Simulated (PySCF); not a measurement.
**C4H4BFSi: one change and its effect**

System: C4H4BFSi, SMILES FBC#CC#C[SiH3].
Method of the first run: GIAO PBE0/STO-3G NMR shielding, non-relativistic, gas phase (PySCF 2.14.0).

The geometry comes from this level: PBE0-D3(BJ)/def2-SVP. Text and figures count atoms from 1; the logs count them from 0 in places.

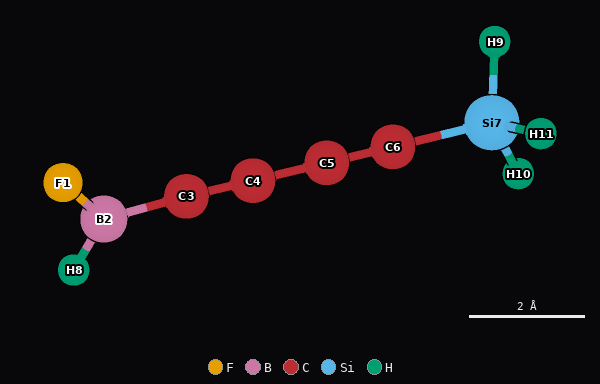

Fig. 1: The structure as given in the input (ball-and-stick view, seen at a tilt; atoms are numbered from 1 in the order of the input).

### Input file, the first run
```
{"job": {"kind": "nmr", "xc": "PBE0", "basis": "STO-3G", "pop": true}, "charge": 0, "multiplicity": 1}
F      4.428380     0.175129     1.619617
B      3.819770     0.360123     0.462526
C      2.309572     0.192418     0.354211
C      1.100760     0.057246     0.187342
C     -0.241501    -0.100592     0.000802
C     -1.446320    -0.247606    -0.175565
Si    -3.248712    -0.474319    -0.441270
H      4.491558     0.657720    -0.495427
H     -3.617300    -1.868438    -0.063549
H     -3.567677    -0.235519    -1.877656
H     -3.988280     0.498063     0.412733
```

The first line tells a small driver script what to run in PySCF; the rest is the geometry in Å.

Launched with:
```bash
OMP_NUM_THREADS=1 python <driver script> task.json out
```

Hardware: 1 CPU thread, shared host.

### Output (the first run)
```
coarse grid: 10624 points
cycle   1  E = -561.5231996729  dE =  7.115e-01  |g| = 3.994e-01  |ddm| = 4.709e+00
cycle   2  E = -561.4502344649  dE =  7.297e-02  |g| = 6.856e-01  |ddm| = 1.311e+00
cycle   3  E = -561.5852615167  dE = -1.350e-01  |g| = 7.040e-02  |ddm| = 7.720e-01
cycle   4  E = -561.5860046353  dE = -7.431e-04  |g| = 6.262e-02  |ddm| = 1.452e-01
cycle   5  E = -561.5870272211  dE = -1.023e-03  |g| = 1.283e-02  |ddm| = 6.879e-02
cycle   6  E = -561.5870776246  dE = -5.040e-05  |g| = 3.785e-03  |ddm| = 1.947e-02
cycle   7  E = -561.5870818410  dE = -4.216e-06  |g| = 7.873e-04  |ddm| = 4.777e-03
final grid: 101064 points
cycle   8  E = -561.5502750456  dE = -4.404e-06  |g| = 2.079e-03  |ddm| = 9.959e-03
cycle   9  E = -561.5502715136  dE =  3.532e-06  |g| = 3.975e-03  |ddm| = 7.402e-03
cycle  10  E = -561.5502764626  dE = -4.949e-06  |g| = 8.126e-04  |ddm| = 5.104e-03
cycle  11  E = -561.5502766563  dE = -1.937e-07  |g| = 1.649e-04  |ddm| = 1.031e-03
cycle  12  E = -561.5502766642  dE = -7.842e-09  |g| = 6.681e-05  |ddm| = 2.479e-04
cycle  13  E = -561.5502766653  dE = -1.130e-09  |g| = 2.564e-05  |ddm| = 8.891e-05
cycle  14  E = -561.5502766655  dE = -1.907e-10  |g| = 3.222e-06  |ddm| = 2.950e-05
converged SCF energy = -561.5502766655

GIAO shielding tensors (ppm)
atom      isotropic    diamagn.    paramagn.     s11        s22        s33       span
  0 F      188.137     449.998    -261.861    -59.864     -2.823    627.097    686.961
  1 B       94.669     199.679    -105.010     73.458     79.224    131.325     57.867
  2 C      166.516     266.105     -99.589    101.568    106.360    291.621    190.053
  3 C      147.146     266.586    -119.439    108.376    110.585    222.479    114.103
  4 C      157.609     267.067    -109.458     98.672     99.823    274.332    175.660
  5 C      156.878     266.623    -109.745     98.114    113.229    259.290    161.176
  6 Si     600.208     868.252    -268.045    586.194    587.740    626.688     40.494
  7 H       27.527      28.958      -1.431     25.922     27.061     29.599      3.677
  8 H       30.370      29.570       0.800     26.635     28.122     36.353      9.718
  9 H       30.354      29.727       0.627     26.593     28.142     36.327      9.734
 10 H       30.377      29.693       0.684     26.647     28.110     36.373      9.726
```

For the second run the input was changed thus:
```diff
-"basis": "STO-3G"
+"basis": "IGLO-III"
```

How does the second run compare with the first run?

The total energy of the second run is 4441.6 kcal/mol lower, which measures the change of basis and not a stability. The HOMO goes from −5.17 to −7.77 eV. The LUMO goes from 0.81 to −2.70 eV. The dipole moment goes from 1.68 to 1.93 D. Of all shieldings, the largest change is that of Si7, by −159.2 ppm. The SCF takes 15 iterations against 14. The basis functions go from 43 to 294.

### Output (the second run)
```
coarse grid: 10624 points
cycle   1  E = -568.5711147463  dE =  7.188e-01  |g| = 5.466e-01  |ddm| = 3.435e+00
cycle   2  E = -568.5290123731  dE =  4.210e-02  |g| = 7.716e-01  |ddm| = 7.335e-01
cycle   3  E = -568.6194885447  dE = -9.048e-02  |g| = 1.145e-01  |ddm| = 4.499e-01
cycle   4  E = -568.6211509290  dE = -1.662e-03  |g| = 6.725e-02  |ddm| = 8.105e-02
cycle   5  E = -568.6221893400  dE = -1.038e-03  |g| = 2.912e-02  |ddm| = 3.572e-02
cycle   6  E = -568.6223742727  dE = -1.849e-04  |g| = 2.589e-03  |ddm| = 1.885e-02
cycle   7  E = -568.6223756192  dE = -1.347e-06  |g| = 1.399e-03  |ddm| = 5.408e-03
final grid: 101064 points
cycle   8  E = -568.6284247533  dE = -7.974e-05  |g| = 5.828e-03  |ddm| = 9.502e-02
cycle   9  E = -568.6284005829  dE =  2.417e-05  |g| = 1.072e-02  |ddm| = 1.408e-02
cycle  10  E = -568.6284310481  dE = -3.047e-05  |g| = 2.547e-03  |ddm| = 8.481e-03
cycle  11  E = -568.6284328372  dE = -1.789e-06  |g| = 4.667e-04  |ddm| = 1.537e-03
cycle  12  E = -568.6284328720  dE = -3.475e-08  |g| = 2.365e-04  |ddm| = 2.973e-04
cycle  13  E = -568.6284328816  dE = -9.612e-09  |g| = 8.393e-05  |ddm| = 1.952e-04
cycle  14  E = -568.6284328830  dE = -1.456e-09  |g| = 3.263e-05  |ddm| = 4.426e-05
cycle  15  E = -568.6284328833  dE = -2.628e-10  |g| = 3.593e-06  |ddm| = 1.702e-05
converged SCF energy = -568.6284328833

GIAO shielding tensors (ppm)
atom      isotropic    diamagn.    paramagn.     s11        s22        s33       span
  0 F      185.772     463.699    -277.928    -31.514     97.610    491.219    522.733
  1 B       60.364     191.914    -131.550     21.232     66.548     93.312     72.080
  2 C       97.424     257.790    -160.365     -1.276      6.776    286.772    288.048
  3 C       79.486     264.649    -185.163      2.719     17.140    218.600    215.881
  4 C       84.967     269.709    -184.742     -6.740     -3.670    265.311    272.050
  5 C       89.964     246.603    -156.640     -4.355     17.632    256.614    260.969
  6 Si     440.976     901.641    -460.665    431.972    434.763    456.192     24.220
  7 H       26.255      27.436      -1.180     24.233     25.293     29.240      5.007
  8 H       26.920      28.682      -1.762     23.790     25.349     31.621      7.831
  9 H       26.902      28.770      -1.868     23.720     25.364     31.623      7.903
 10 H       26.930      28.754      -1.824     23.802     25.340     31.647      7.845
```

### The two runs side by side

```tsv
quantity	the first run	the second run
outcome	converged	converged
total energy (hartree)	−561.550277	−568.628433
HOMO (eV)	−5.17	−7.77
LUMO (eV)	0.81	−2.70
dipole moment (D)	1.68	1.93
shielding of B2 (ppm)	94.7	60.4
shielding of C3 (ppm)	166.5	97.4
shielding of C4 (ppm)	147.1	79.5
shielding of C5 (ppm)	157.6	85.0
shielding of C6 (ppm)	156.9	90.0
shielding of Si7 (ppm)	600.2	441.0
shielding of H10 (ppm)	30.4	26.9
SCF iterations	14	15
basis functions	43	294
wall time (shared host)	3.6 s	41 s
```
